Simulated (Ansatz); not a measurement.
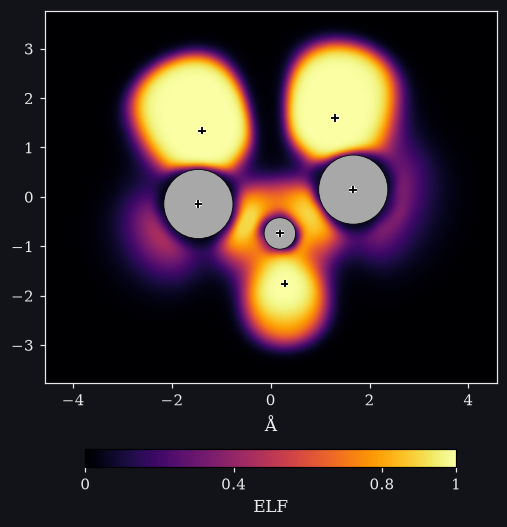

The ELF on a plane through atoms (crosses mark nuclei in the plane; grey discs cover the cores).

Computed with isolated molecule in a Gaussian basis; Kohn-Sham density functional theory, functional PBE0 in Ansatz.

Candidates:
A. FH₅NSi₂ (SMILES F[SiH]N[SiH3]) (doublet)
B. BFGaH₂P
C. H₈SSi₃ (SMILES [SiH3][SiH2][SiH2]S)

> Which candidate gave the map?

Candidate A: FH₅NSi₂ on the plane of atoms Si3, N2 and Si4, which holds N, Si and H. Si–N (1.73 Å): the ELF peaks at about 0.90 between the atoms (a polar covalent bond). N–H (1.02 Å): the ELF climbs to about 1 towards the hydrogen, as it does in any bond to H; an ordinary covalent bond to hydrogen.
